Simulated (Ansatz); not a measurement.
**BF···H₂: density, localisation and related maps**

Input file:

```
crystal:
  periodic: [false, false, false]
  atoms:
    - { symbol: B, position_ang: [0.0, 0.0, 0.0] }
    - { symbol: H, position_ang: [0.869, 0.0, 1.0849] }
    - { symbol: H, position_ang: [1.374, 0.0, 0.2102] }
    - { symbol: F, position_ang: [-1.1431, 0.0, -0.66] }
basis:
  gaussian: { orbitals: cc-pVDZ }
hamiltonian:
  xc: b3lyp
  dispersion: d4
relax:
  f_tol: 0.15
  max_steps: 25
  restrain:
    - { distance: [1, 2], at: 0.66, k: 30.0 }
    - { distance: [0, 1], at: 2.39, k: 30.0 }
    - { distance: [0, 2], at: 2.39, k: 30.0 }
output:
  orbitals: {}
```

Launched as:

```sh
ansatz run input.yaml --threads 1 --pin off --max-ram 2048MiB --backend cpu --events-out ev --progress --plain --runs-dir out
```

The fields are those of the run's last geometry, not of the input's.

Not at a stationary point (largest force 1.8 eV/Å).

Theory: RKS B3LYP-D4/cc-pVDZ in Ansatz.

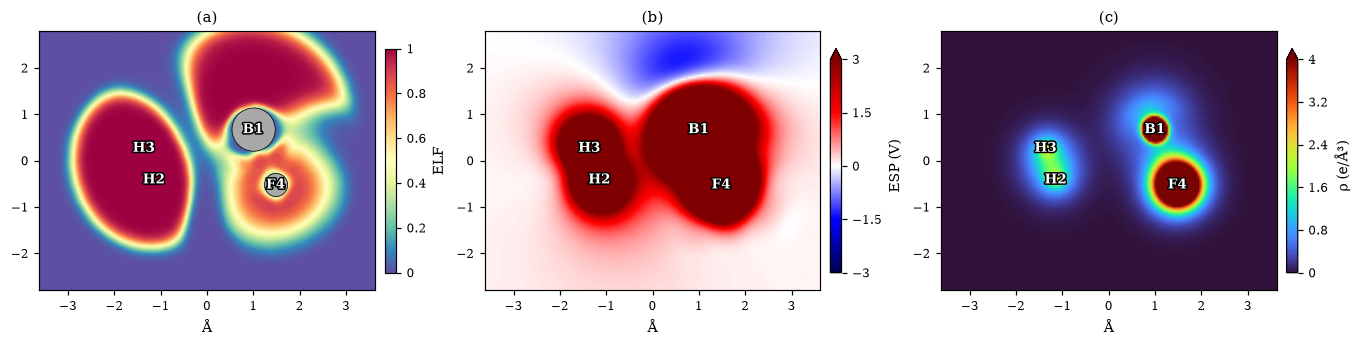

Figure 1. (a) electron localisation function; (b) molecular electrostatic potential; (c) electron density on the molecular plane. Grey discs cover the atomic cores in the ELF map.

What does the map show?

The plane passes through B, H and F nuclei. B1···H3 (2.40 Å): the density falls to about 0.12 e/Å³ on the way; the ELF dips to about 0.10 between them. B–F (1.29 Å): ρ is about 2.3 e/Å³ halfway; the ELF peaks at about 0.85 between the atoms: a polar covalent bond. H–H (0.72 Å): the density is about 1.8 e/Å³ at the midpoint; the ELF is about 1 at the midpoint; an ordinary covalent bond to hydrogen. The ELF also peaks beside F4 and B1, away from the bonds: lone-pair regions. Outside the dense part of the complex the potential is most negative (−1.4 V) near H3.

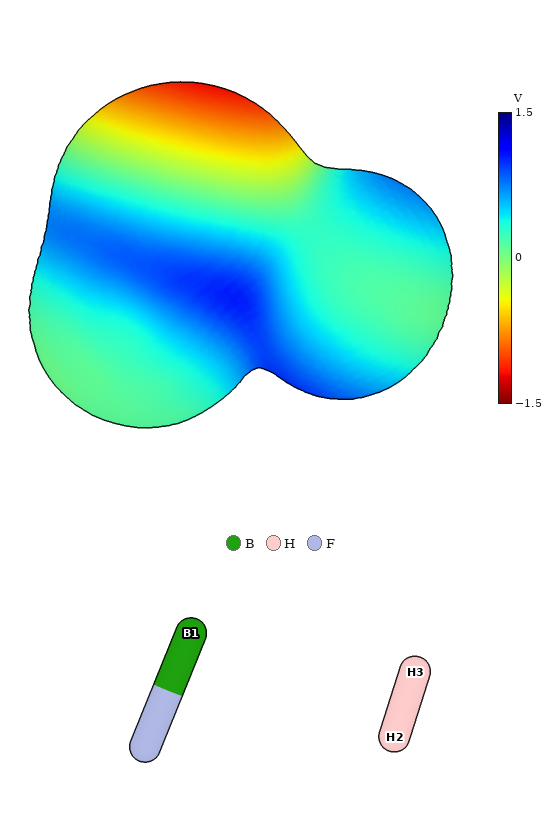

Figure 2. The electrostatic potential painted on the density surface at 0.002 e/bohr³, seen at a tilt; red is negative and blue positive. The bare structure is drawn below in the same view.

Where is the surface potential most negative and most positive?

The most negative region (about −1.2 V) lies over H3, the most positive (about +1.0 V) over B1.

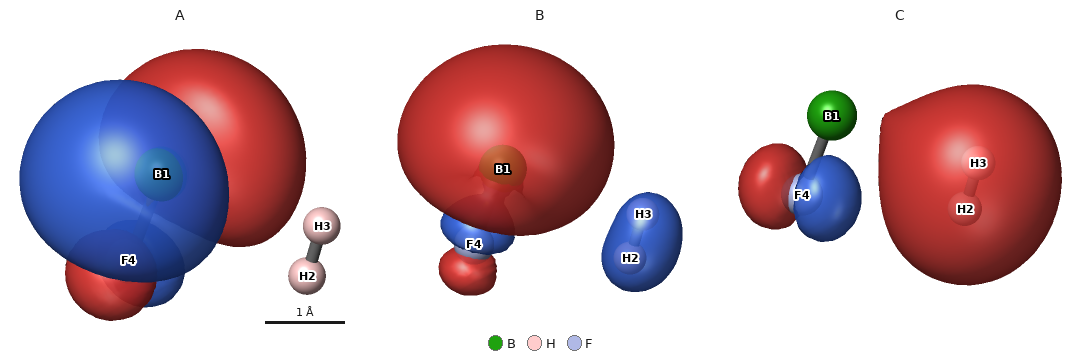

Figure 3. Three frontier orbitals at ±0.1 Å⁻³ᐟ² (red and blue are the two phases), in no order.

Order the three orbitals by energy and name them.

C is the HOMO−1 (−12.30 eV). By Hirshfeld shares it lies mainly on H3 (about 45 %), H2 (about 45 %) and F4 (about 10 %); it is symmetric in the molecular plane (an in-plane orbital: σ, lone-pair or in-plane π type). B is the HOMO (−7.34 eV). It lies mainly on B1 (about 90 %) and F4 (about 5 %); it is symmetric in the molecular plane (an in-plane orbital: σ, lone-pair or in-plane π type). A is the LUMO (−1.07 eV). It lies mainly on B1 (about 85 %) and F4 (about 15 %); it changes sign across the molecular plane (π type).

What is the HOMO–LUMO gap?

6.27 eV between the orbital energies.

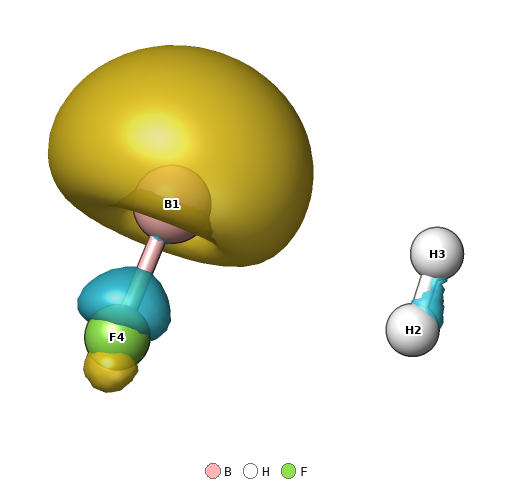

Figure 4. One frontier orbital at ±0.2 Å⁻³ᐟ² (yellow and cyan are the two phases), seen across its widest extent.

Which orbital is it: HOMO or LUMO?

The HOMO, at −7.34 eV. It lies mainly on B1 (about 90 %) and F4 (about 5 %); it is symmetric in the molecular plane (an in-plane orbital: σ, lone-pair or in-plane π type).
